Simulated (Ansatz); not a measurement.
The figure comes from a scan of CsPbBr$_{3}$ (cubic perovskite): volume and axial ratio are varied about the relaxed values (subscript 0). Method: r2SCAN (plane waves to 500 eV, PAW, scalar-relativistic; Ansatz, a program for electronic structure). k mesh 6×6×6 (Γ-centred), Fermi-Dirac smearing 0.05 eV. The energy includes the smearing's −TS. CsPbBr3 was relaxed with its symmetry unable to fall. Spin-orbit coupling is left out, though Pb is heavy. The PAW data are Ansatz's earlier set. This is a high-temperature form of CsPbBr3. The zero of ΔE is the relaxed starting cell.

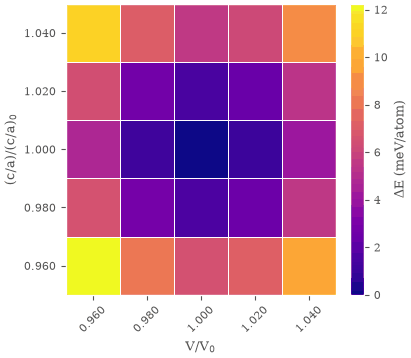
Fig. 1. ΔE (meV/atom), one tile a computed point.

Q: Read the plotted values off the figure, to the accuracy that the plot allows.

A: To the nearest 2:

ΔE (meV/atom), with V/V₀ across and (c/a)/(c/a)₀ down:

| (c/a)/(c/a)₀ \ V/V₀ | 0.960 | 0.980 | 1.000 | 1.020 | 1.040 |
|---|---|---|---|---|---|
| 0.960 | 12 | 8 | 6 | 8 | 10 |
| 0.980 | 6 | 2 | 2 | 2 | 6 |
| 1.000 | 4 | 2 | 0 | 2 | 4 |
| 1.020 | 6 | 2 | 2 | 2 | 6 |
| 1.040 | 12 | 8 | 6 | 6 | 8 |

(Under strain, the slope of the energy per volume gives the stress and its curvature an elastic modulus.)
